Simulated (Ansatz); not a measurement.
# Geometry relaxation, with input and output: Ga$_{2}$H$_{6}$O$_{2}$

System: Ga$_{2}$H$_{6}$O$_{2}$.
Method: RKS PBE-D4/def2-SVP (Ansatz 0.2.0).

The geometry: GFN2-xTB start. Figures and captions count atoms from 1; the log counts them from 0 in places.

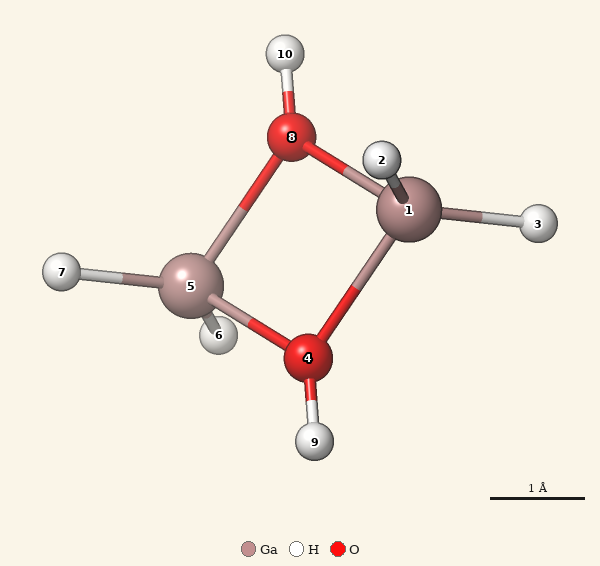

Figure 1. The structure as given in the input (ball-and-stick view, seen at a tilt; atoms are numbered from 1 in the order of the input). Sticks mark near contacts. Bond lengths as drawn: Ga–H 1.54 Å, Ga–O 1.95 to 1.96 Å and H–O 0.96 Å.

Summary

- outcome: converged
- total energy: −108913.1693 eV
- mean-field energy: −108912.9347 eV
- dispersion energy: −0.2345 eV
- HOMO: −6.21 eV
- LUMO: −1.19 eV
- largest force (length of the vector) at the end: 0.017 eV/Å
- dipole moment: 0.01 D
- hardware: 2 threads of Arm Neoverse V2, 23 GiB of memory available, shared host
- wall time: 4.6 s (CPU time 8.8 s)
- peak memory: 0.16 GiB

Input file
```yaml
crystal:
  periodic: [false, false, false]
  atoms:
    - {symbol: Ga, position_ang: [-0.674680, -1.154130, 0.641860]}
    - {symbol: H, position_ang: [0.221150, -2.149160, 1.397670]}
    - {symbol: H, position_ang: [-2.202150, -1.236490, 0.487860]}
    - {symbol: O, position_ang: [-0.144570, 0.680360, 1.068960]}
    - {symbol: Ga, position_ang: [0.673400, 1.154370, -0.642440]}
    - {symbol: H, position_ang: [-0.225020, 2.148050, -1.396790]}
    - {symbol: H, position_ang: [2.201010, 1.239160, -0.490910]}
    - {symbol: O, position_ang: [0.145380, -0.680570, -1.068260]}
    - {symbol: H, position_ang: [-0.251830, 1.191170, 1.874230]}
    - {symbol: H, position_ang: [0.257290, -1.192760, -1.872170]}
basis:
  gaussian: {orbitals: def2-SVP}
hamiltonian: {xc: pbe, dispersion: d4}
scf: {lower_state_search: "off"}
output: {orbitals: {seedname: orbitals}}
relax: {f_tol: 0.02, max_steps: 100}
```

Command:
```bash
ansatz run in.yaml --threads 2 --pin off --events-out ev --progress --plain --max-ram 4352MiB
```

What the program printed
```
Functional definition: PBE
  name "PBE"
  cite "Perdew, Burke & Ernzerhof, Phys. Rev. Lett. 77, 3865 (1996) doi:10.1103/PhysRevLett.77.3865"
  parent pbe
  parameter kappa = 0.804
  parameter beta = 0.06672455060314922
  exchange = pbe_x(kappa = kappa, mu = beta*pi^2/3)
  correlation = pbe_c(beta = beta)
these checks for a lower state are left out or cut short: stability, starts, cluster_reference, orbital_swaps, neighbouring_geometries, increment
1344 factors; their error is unknown
mean field evaluation 1: about -108901.5290 eV, gradient 8.5e1 eV
mean field evaluation 2: about -108855.6613 eV, gradient 1.8e2 eV
mean field evaluation 4: about -108912.7400 eV, gradient 1.1e1 eV
mean field evaluation 8: about -108912.8737 eV, gradient 1.7e-1 eV
mean field evaluation 16: about -108912.8212 eV, gradient 3.0e-5 eV
mean field -108912.82121685 eV, -4002.4723559576 hartree, gradient 1.7e-6 eV, S^2 0.000000; 0 other end points of the search recorded, 0 dependent functions left out
the calculation of the forces begins
reference -108912.82126468 eV, -4002.4723577153 hartree; 42, 42 occupied and 80, 80 virtual orbitals, 1344 factors
relax step   1: F+E_penalty+E_count = -108913.05883369 eV  Δ(F+E_penalty+E_count) = +0.000e0 eV  max|allowed force component| = 6.609e-1 eV/Å  Δτ_max = 0.0000 Å  (16 SCF iters, accepted)
these checks for a lower state are left out or cut short: stability, starts, cluster_reference, orbital_swaps, neighbouring_geometries, increment
1344 factors; their error is unknown
mean field -108912.92746165 eV, -4002.4762603820 hartree, gradient 7.6e-7 eV, S^2 0.000000; 0 other end points of the search recorded, 0 dependent functions left out
the calculation of the forces begins
reference -108912.92750988 eV, -4002.4762621544 hartree; 42, 42 occupied and 80, 80 virtual orbitals, 1344 factors
relax step   2: F+E_penalty+E_count = -108913.16251867 eV  Δ(F+E_penalty+E_count) = -1.037e-1 eV  max|allowed force component| = 1.450e-1 eV/Å  Δτ_max = 0.0656 Å  (17 SCF iters, accepted)
these checks for a lower state are left out or cut short: stability, starts, cluster_reference, orbital_swaps, neighbouring_geometries, increment
1344 factors; their error is unknown
mean field evaluation 32: about -108912.9347 eV, gradient 2.0e-6 eV
mean field -108912.93469002 eV, -4002.4765260198 hartree, gradient 2.0e-6 eV, S^2 0.000000; 0 other end points of the search recorded, 0 dependent functions left out
the calculation of the forces begins
reference -108912.93473814 eV, -4002.4765277881 hartree; 42, 42 occupied and 80, 80 virtual orbitals, 1344 factors
relax step   3: F+E_penalty+E_count = -108913.16921024 eV  Δ(F+E_penalty+E_count) = -6.692e-3 eV  max|allowed force component| = 1.392e-2 eV/Å  Δτ_max = 0.0175 Å  (18 SCF iters, accepted)
```

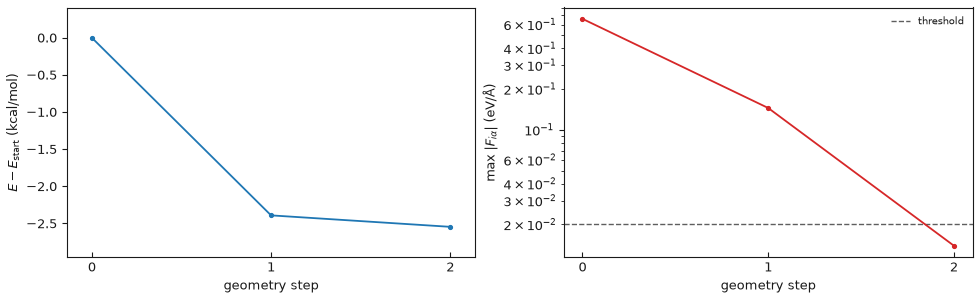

Figure 2. Progress of the relaxation, step by step (the first geometry is step 0 here and step 1 in the log).

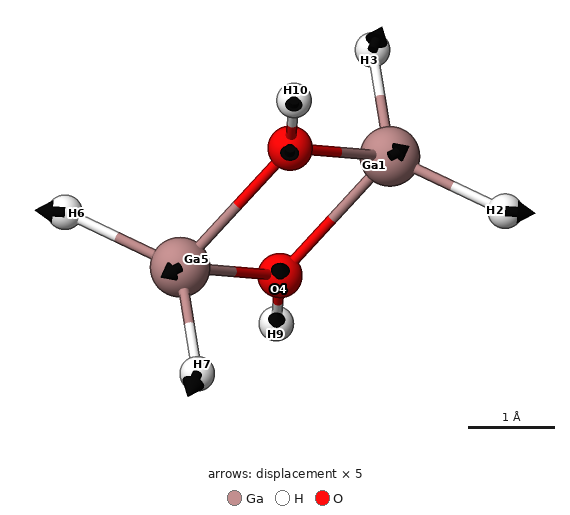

Figure 3. The starting structure with the displacements as black arrows, magnified 5 times (ball-and-stick view, seen at a tilt). The two geometries are laid on each other by the best rigid fit. The energy falls by 2.55 kcal/mol in 2 geometry steps. Largest force component: 0.66 eV/Å at the start, 0.014 eV/Å at the end. The largest moves after the best rigid fit, 0.072 Å, are those of H2, H3, H6 and H7. By element the largest moves are H 0.072 Å, Ga 0.056 Å, O 0.050 Å. Distances before and after: Ga1–H2 1.537 → 1.577 Å, Ga1–O8 1.955 → 1.967 Å, Ga1–O4 1.957 → 1.968 Å, O4–H9 0.960 → 0.969 Å. Among the angles that change: O4–Ga1–O8 81.4° → 77.0°, Ga1–O8–Ga5 98.6° → 103.0°, Ga1–O8–H10 130.7° → 128.5°. (Atoms are counted from 1 in the order of the input.)

```
Total energy: -108913.16925836 eV, -4002.4851462472 hartree
Atom 0 at    -0.700332    -1.197578     0.666520 Å, force    -0.004509    -0.005540     0.008032 eV/Å
Atom 1 at     0.233604    -2.207890     1.436647 Å, force     0.004183    -0.008040     0.005320 eV/Å
Atom 2 at    -2.266520    -1.266631     0.498474 Å, force    -0.010063    -0.002881     0.000301 eV/Å
Atom 3 at    -0.139176     0.653630     1.027073 Å, force    -0.003349    -0.001415     0.004246 eV/Å
Atom 4 at     0.698892     1.198031    -0.667063 Å, force     0.005230     0.006121    -0.006358 eV/Å
Atom 5 at    -0.237266     2.206938    -1.436272 Å, force    -0.003779     0.008057    -0.005460 eV/Å
Atom 6 at     2.265213     1.269290    -0.500835 Å, force     0.010152     0.002655     0.000112 eV/Å
Atom 7 at     0.139245    -0.653648    -1.026902 Å, force     0.001221     0.001776    -0.007067 eV/Å
Atom 8 at    -0.246738     1.169022     1.840203 Å, force    -0.001287     0.009043     0.013916 eV/Å
Atom 9 at     0.253059    -1.171164    -1.837836 Å, force     0.002203    -0.009776    -0.013043 eV/Å
Dipole moment:     0.002151    -0.000837     0.000732 e Å
Checks for a lower state left out: stability, starts, cluster_reference, orbital_swaps, neighbouring_geometries, increment
```

Trajectory as extended XYZ (Å, eV, eV/Å), 3 frames, from step=1 to step=3
```
10
Properties=species:S:1:pos:R:3:forces:R:3 step=1 energy=-108913.05883
Ga   -0.6747   -1.1541    0.6419   -0.1017  -0.1697   0.1064
H     0.2212   -2.1492    1.3977    0.3942  -0.3670   0.2870
H    -2.2022   -1.2365    0.4879   -0.6043   0.0088  -0.0877
O    -0.1446    0.6804    1.0690    0.0845  -0.4290  -0.6609
Ga    0.6734    1.1544   -0.6424    0.1036   0.1722  -0.0998
H    -0.2250    2.1481   -1.3968   -0.3956   0.3667  -0.2874
H     2.2010    1.2392   -0.4909    0.6046  -0.0078   0.0873
O     0.1454   -0.6806   -1.0683   -0.0876   0.4240   0.6480
H    -0.2518    1.1912    1.8742   -0.0465   0.2247   0.3545
H     0.2573   -1.1928   -1.8722    0.0488  -0.2229  -0.3474
10
Properties=species:S:1:pos:R:3:forces:R:3 step=2 energy=-108913.16252
Ga   -0.7035   -1.2032    0.6694    0.0537   0.0953  -0.0453
H     0.2336   -2.2026    1.4334    0.0533  -0.0888   0.0632
H    -2.2614   -1.2630    0.4968   -0.1191  -0.0241  -0.0011
O    -0.1373    0.6458    1.0148   -0.0122   0.0337   0.0632
Ga    0.7021    1.2035   -0.6700   -0.0527  -0.0940   0.0485
H    -0.2374    2.2014   -1.4328   -0.0533   0.0888  -0.0636
H     2.2601    1.2658   -0.4995    0.1190   0.0241   0.0014
O     0.1378   -0.6460   -1.0144    0.0104  -0.0348  -0.0684
H    -0.2449    1.1598    1.8256   -0.0189   0.0925   0.1450
H     0.2509   -1.1617   -1.8233    0.0198  -0.0928  -0.1429
10
Properties=species:S:1:pos:R:3:forces:R:3 step=3 energy=-108913.16921
Ga   -0.7003   -1.1976    0.6665   -0.0045  -0.0055   0.0080
H     0.2336   -2.2079    1.4366    0.0042  -0.0080   0.0053
H    -2.2665   -1.2666    0.4985   -0.0101  -0.0029   0.0003
O    -0.1392    0.6536    1.0271   -0.0033  -0.0014   0.0042
Ga    0.6989    1.1980   -0.6671    0.0052   0.0061  -0.0064
H    -0.2373    2.2069   -1.4363   -0.0038   0.0081  -0.0055
H     2.2652    1.2693   -0.5008    0.0102   0.0027   0.0001
O     0.1392   -0.6536   -1.0269    0.0012   0.0018  -0.0071
H    -0.2467    1.1690    1.8402   -0.0013   0.0090   0.0139
H     0.2531   -1.1712   -1.8378    0.0022  -0.0098  -0.0130
```

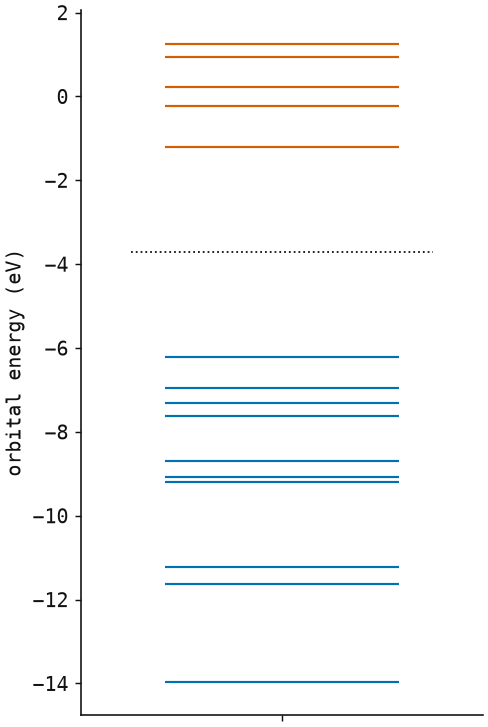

Figure 4. Orbital energies near the frontier; the dotted line parts filled from empty levels, and levels within 0.02 eV of each other stand side by side. Highest filled −6.21 eV, lowest empty −1.19 eV, 5.02 eV apart.
